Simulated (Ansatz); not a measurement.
Input file:

```
crystal:
  periodic: [false, false, false]
  atoms:
    - {symbol: H, position_ang: [0.016621, -1.045639, -0.704802]}
    - {symbol: O, position_ang: [0.748396, -0.695737, -0.190708]}
    - {symbol: Ge, position_ang: [0.384644, 0.811752, 0.697211]}
    - {symbol: H, position_ang: [-1.149563, 0.929623, 0.198298]}
basis:
  gaussian: {orbitals: def2-TZVPP}
hamiltonian: {xc: pbe0, dispersion: d4}
output: {orbitals: {seedname: orbitals}}
```

Command:

```sh
ansatz run in.yaml --threads 2 --pin off --events-out ev --progress --plain --max-ram 4352MiB
```

The product side of a reaction path; geometry: PBE0-D4/def2-TZVP.

These are results of RKS PBE0-D4/def2-TZVPP in Ansatz, not measurements.

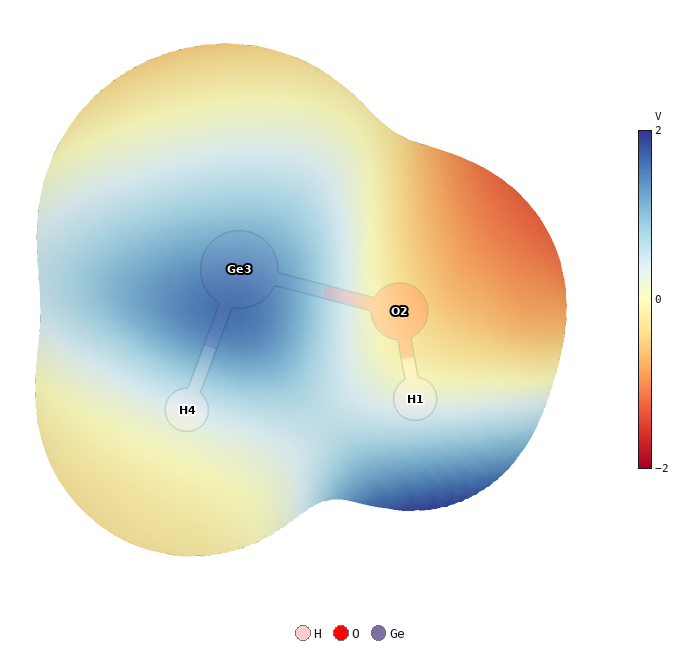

GeH$_{2}$O. The molecular electrostatic potential painted on the density surface at 0.001 e/bohr³, seen across its widest extent; the colour scale runs from red (negative) to blue (positive).

Question: Where is the surface potential most negative and most positive?

Answer: The most negative region (about −1.3 V) lies over O2, the most positive (about +1.9 V) over H1. O2 is the likeliest acceptor of a hydrogen bond.
